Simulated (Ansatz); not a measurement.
**U-revPBE/def2-TZVPP (core potential) run of SnH2F (SMILES [F][SnH2])**

Aim: the electronic atomisation energy of SnH2F at U-revPBE/def2-TZVPP (core potential), from 4 runs. 

The results are computed with Ansatz 0.2.0.

36 further runs of the same task are left out: 36 set aside as unsound or not needed.

### Step 1. The structure to begin with

SnH2F: 4 atoms, total charge 0, spin state doublet. SMILES: `[F][SnH2]`. The coordinates come from a PBE0-D4/def2-TZVP relaxation.

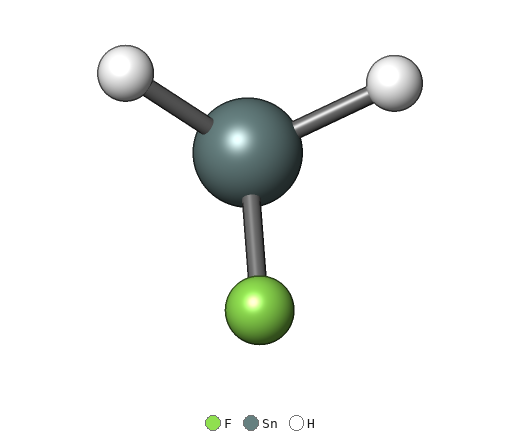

Viewed from a chosen angle; fluorine green, tin teal, hydrogen white.

### Step 2. The energy at U-revPBE/def2-TZVPP (core potential)

job.yaml

```yaml
crystal:
  periodic: [false, false, false]
  atoms:
    - {symbol: F, position_ang: [-1.552600, -0.190000, 0.640700]}
    - {symbol: Sn, position_ang: [0.028300, -0.242200, -0.468300]}
    - {symbol: H, position_ang: [1.184100, -1.054400, 0.524100]}
    - {symbol: H, position_ang: [0.395700, 1.426200, -0.716700]}
basis:
  gaussian:
    orbitals: def2-TZVPP
magnetization:
  spin_polarized: true
  initial_magnetization: 1
hamiltonian:
  xc: {name: revPBE}
accuracy: high
output:
  orbitals: {seedname: orbitals}
```

Started as:

```bash
$ ansatz run job.yaml --threads 1 --pin off --max-ram 3480MiB --events-out events.jsonl --progress --plain --runs-dir runs
```

What it wrote:

```text
Warning: RAYON_NUM_THREADS=1 ignored (pool sized by the plan → 1); use --threads N
Functional definition: revPBE
  name "revPBE"
  parameter kappa = 1.245
  parameter beta = 0.06672455060314922
  exchange = pbe_x(kappa = kappa, mu = beta*pi^2/3)
  correlation = pbe_c(beta = beta)
1918 factors; integrals over basis functions are off by at most 3.5e-9 eV
mean field evaluation 1: about -8578.9529 eV, gradient 3.1e1 eV
mean field evaluation 2: about -8530.2384 eV, gradient 1.2e2 eV
mean field evaluation 4: about -8581.9781 eV, gradient 5.8e0 eV
mean field evaluation 8: about -8582.1123 eV, gradient 7.7e-2 eV
mean field evaluation 16: about -8582.1123 eV, gradient 1.7e-5 eV
mean field -8582.11227833 eV, -315.3868090639 hartree, gradient 9.8e-8 eV, S^2 0.751661; 0 other end points of the search recorded, 0 dependent functions left out
reference -8582.11228351 eV, -315.3868092542 hartree; 17, 16 occupied and 92, 93 virtual orbitals, 1918 factors
Total energy: -8582.11228351 eV, -315.3868092542 hartree
```

Run time: 8.1 s. Hardware: 1 thread of Arm Neoverse V1, shared host; peak memory 0.29 GiB.

### Step 3. The F atom, same level

molecule.yaml

```yaml
crystal:
  periodic: [false, false, false]
  atoms:
    - symbol: F
      position_ang: [0.000000, 0.000000, 0.000000]
basis:
  gaussian: {orbitals: def2-TZVPP}
magnetization: {spin_polarized: true, initial_magnetization: 1}
hamiltonian: {xc: {name: revPBE}}
accuracy: high
```

Started as:

```bash
$ ansatz run molecule.yaml --threads 1 --pin off --max-ram 3480MiB --events-out events.jsonl --progress --plain --runs-dir runs
```

What it wrote:

```text
Warning: RAYON_NUM_THREADS=1 ignored (pool sized by the plan → 1); use --threads N
[... 6 set-up lines as earlier in the session ...]
309 factors; integrals over basis functions are off by at most 2.7e-9 eV
mean field evaluation 1: about -2713.7885 eV, gradient 8.0e0 eV
mean field evaluation 2: about -2713.8373 eV, gradient 5.8e0 eV
mean field evaluation 4: about -2713.9239 eV, gradient 2.6e-2 eV
mean field evaluation 8: about -2713.9238 eV, gradient 2.7e-4 eV
mean field evaluation 16: about -2713.6603 eV, gradient 1.1e1 eV
mean field evaluation 32: about -2713.9232 eV, gradient 2.3e-1 eV
mean field -2713.92384408 eV, -99.7348617065 hartree, gradient 5.0e-9 eV, S^2 0.751356; 2 other end points of the search recorded, 0 dependent functions left out
reference -2713.92384509 eV, -99.7348617434 hartree; 5, 4 occupied and 26, 27 virtual orbitals, 309 factors
Total energy: -2713.92384509 eV, -99.7348617434 hartree
```

Run time: 0.84 s. Hardware: 1 thread of Arm Neoverse V1, shared host.

### Step 4. The H atom, same level

molecule.yaml

```yaml
basis:
  gaussian: {orbitals: def2-TZVPP}
crystal:
  periodic: [false, false, false]
  atoms:
    - symbol: H
      position_ang: [0.000000, 0.000000, 0.000000]
accuracy: high
hamiltonian: {xc: {name: revPBE}}
magnetization: {spin_polarized: true, initial_magnetization: 1}
```

Started as:

```bash
$ ansatz run molecule.yaml --threads 1 --pin off --max-ram 3480MiB --events-out events.jsonl --progress --plain --runs-dir runs
```

What it wrote:

```text
Warning: RAYON_NUM_THREADS=1 ignored (pool sized by the plan → 1); use --threads N
[... 6 set-up lines as earlier in the session ...]
92 factors; integrals over basis functions are off by at most 9.3e-10 eV
mean field evaluation 1: about -13.7149 eV, gradient 5.3e-1 eV
mean field evaluation 2: about -13.7188 eV, gradient 8.0e-2 eV
mean field evaluation 4: about -13.7179 eV, gradient 3.0e-3 eV
mean field evaluation 8: about -13.7179 eV, gradient 5.7e-9 eV
mean field -13.71787170 eV, -0.5041224865 hartree, gradient 5.6e-8 eV, S^2 0.750000; 0 other end points of the search recorded, 0 dependent functions left out
reference -13.71787477 eV, -0.5041225997 hartree; 1, 0 occupied and 13, 14 virtual orbitals, 92 factors
Total energy: -13.71787477 eV, -0.5041225997 hartree
```

Run time: 0.14 s. Hardware: 1 thread of Arm Neoverse V1, shared host.

### Step 5. The Sn atom

in.yaml

```yaml
crystal:
  periodic: [false, false, false]
  atoms:
    - {symbol: Sn, position_ang: [0.000000, 0.000000, 0.000000]}
basis:
  gaussian:
    orbitals: def2-TZVPP
magnetization:
  spin_polarized: true
  initial_magnetization: 2
hamiltonian:
  xc: {name: revPBE}
accuracy: high
```

Run the same way, it converges to -214.30325 Eh (log not shown).

### Step 6. Summary of results

Level: U-revPBE/def2-TZVPP (core potential).

| quantity | value |
| --- | --- |
| molecule: total energy | -315.38681 Eh |
| molecule: HOMO energy (highest over α and β) | -5.57 eV |
| molecule: LUMO energy (lowest over α and β) | -4.35 eV |
| molecule: ⟨S²⟩ | 0.752 |
| F atom: total energy | -99.73486 Eh |
| F atom: ⟨S²⟩ | 0.751 |
| H atom: total energy | -0.50412 Eh |
| H atom: ⟨S²⟩ | 0.750 |
| Sn atom: total energy | -214.30325 Eh |
| Sn atom: ⟨S²⟩ | 2.002 |
| electronic atomisation energy | 9.264 eV |

What this shows: Taking the molecule apart into free atoms costs 9.26 eV (214 kcal/mol), before zero-point energy and without spin-orbit coupling.
